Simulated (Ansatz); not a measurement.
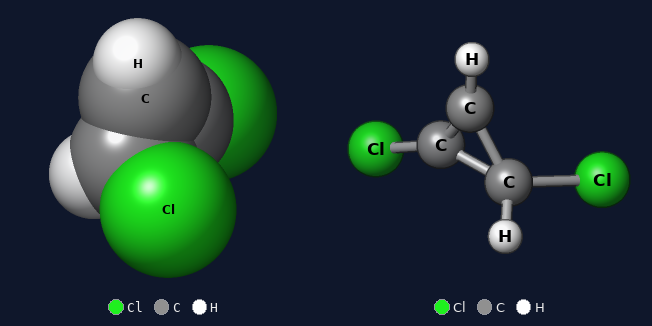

Two views of one molecule.

Count the atoms of each element.

Answer. C3H2Cl2, 7 atoms: 3 carbon, 2 hydrogen and 2 chlorine.

Name functional groups in it.

Answer. Among them: alkene, C–Cl bond.

The parts below concern this one geometry. Atoms keep their numbers from picture to picture. Computed geometry: PBE0-D4/def2-TZVP optimisation.

Geometry

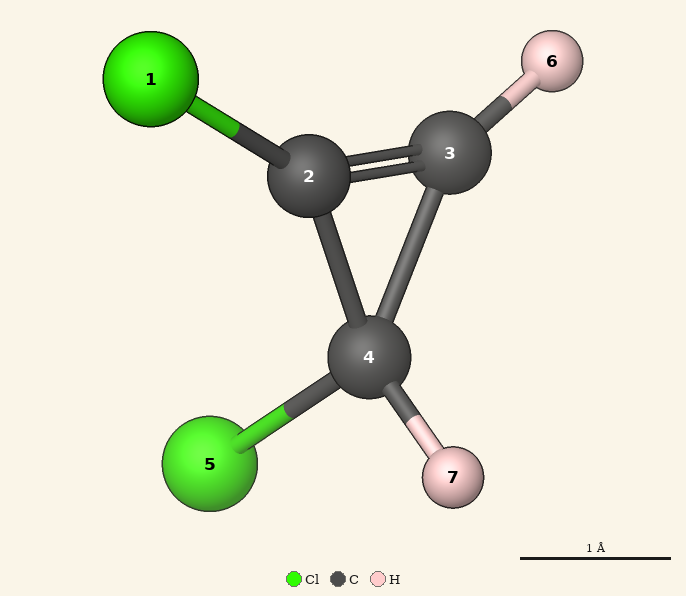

Atoms carry their numbers in the input.

Which bond is the longest?

Answer. C4–Cl5, 1.793 Å.

What is the dihedral angle C3–C2–C4–Cl5?

Answer. 106° in size, that is anticlinal.

Vibrations

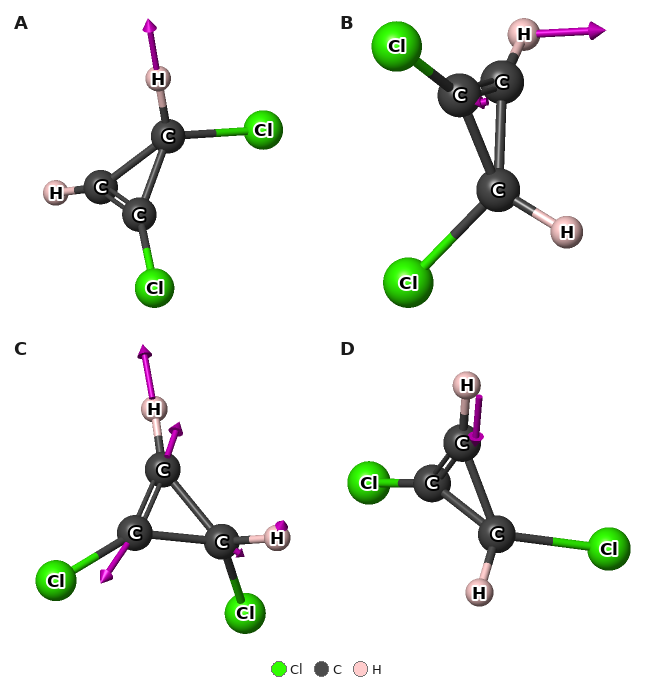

4 normal modes of one molecule or complex, as arrows. Harmonic vibrations computed with RKS PBE0-D4/def2-TZVP (Ansatz 0.2.0) at a stationary point of the same level.

Match the panels to the wavenumbers 781 cm⁻¹, 1809 cm⁻¹, 3152 cm⁻¹, 3309 cm⁻¹.

Answer. A: 3152 cm⁻¹, C–H stretching
B: 781 cm⁻¹
C: 1809 cm⁻¹, C–C stretching
D: 3309 cm⁻¹, C–H stretching

Levels of theory compared

Program: Ansatz 0.2.0.

At this fixed geometry, give HOMO–LUMO gap (eV), HOMO energy (eV), dipole (D) at these levels: B3LYP-D4/def2-TZVPP; PBE-D4/def2-TZVPP; r2SCAN-D4/def2-TZVPP; ωB97M-V/def2-TZVPP.

```json
{"level": "B3LYP-D4/def2-TZVPP", "HOMO–LUMO gap (eV)": "6.83", "HOMO energy (eV)": "−7.70", "dipole (D)": "2.25"}
{"level": "PBE-D4/def2-TZVPP", "HOMO–LUMO gap (eV)": "5.02", "HOMO energy (eV)": "−6.69", "dipole (D)": "2.18"}
{"level": "r2SCAN-D4/def2-TZVPP", "HOMO–LUMO gap (eV)": "5.52", "HOMO energy (eV)": "−6.98", "dipole (D)": "2.29"}
{"level": "ωB97M-V/def2-TZVPP", "HOMO–LUMO gap (eV)": "11.59", "HOMO energy (eV)": "−10.05", "dipole (D)": "2.27"}
```

Thermal motion

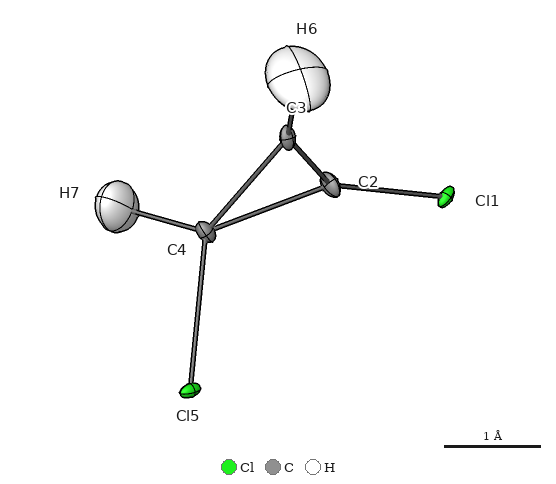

Displacement ellipsoids at the 50 % level, enlarged 1.5 times, from the internal vibrations of the free molecule (harmonic, no overall translation or rotation; no half-axis is drawn under 0.075 Å). Vibrations computed with RKS PBE0-D4/def2-TZVP (Ansatz 0.2.0). Temperature: 200 K.

Give the displacement parameters, one line for each set of equivalent atoms.

| atom | U_eq (Å²) | rms amplitudes (Å) |
| --- | --- | --- |
| Cl1 | 0.0012 | 0.012, 0.018, 0.057 |
| C2 | 0.0026 | 0.036, 0.050, 0.064 |
| C3 | 0.0020 | 0.027, 0.043, 0.058 |
| C4 | 0.0022 | 0.038, 0.043, 0.058 |
| Cl5 | 0.0014 | 0.009, 0.021, 0.059 |
| H6 | 0.0192 | 0.083, 0.144, 0.173 |
| H7 | 0.0139 | 0.082, 0.115, 0.148 |

Charges

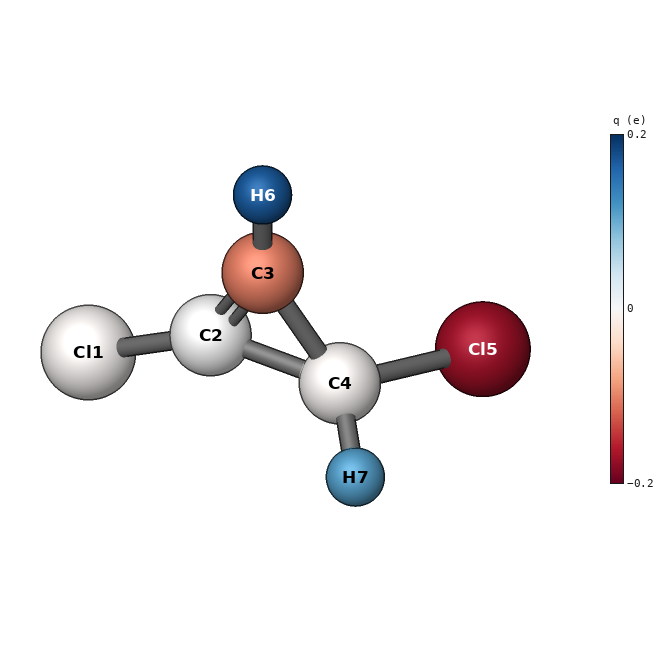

Atoms are coloured by their Mulliken charges. Properties computed with RKS PBE-D4/def2-TZVPP (Ansatz 0.2.0).

Which atom carries the highest charge (most positive or least negative)?

Answer. H6 (0.17 e).

And the lowest?

Answer. Cl5 (−0.17 e).

List the Mulliken charges.

```json
{"atom": "Cl1", "value (e)": "0.00"}
{"atom": "C2", "value (e)": "0.00"}
{"atom": "C3", "value (e)": "−0.10"}
{"atom": "C4", "value (e)": "0.00"}
{"atom": "Cl5", "value (e)": "−0.17"}
{"atom": "H6", "value (e)": "0.17"}
{"atom": "H7", "value (e)": "0.11"}
```

Mulliken values depend strongly on the basis set and can even reverse the polarity of a bond.
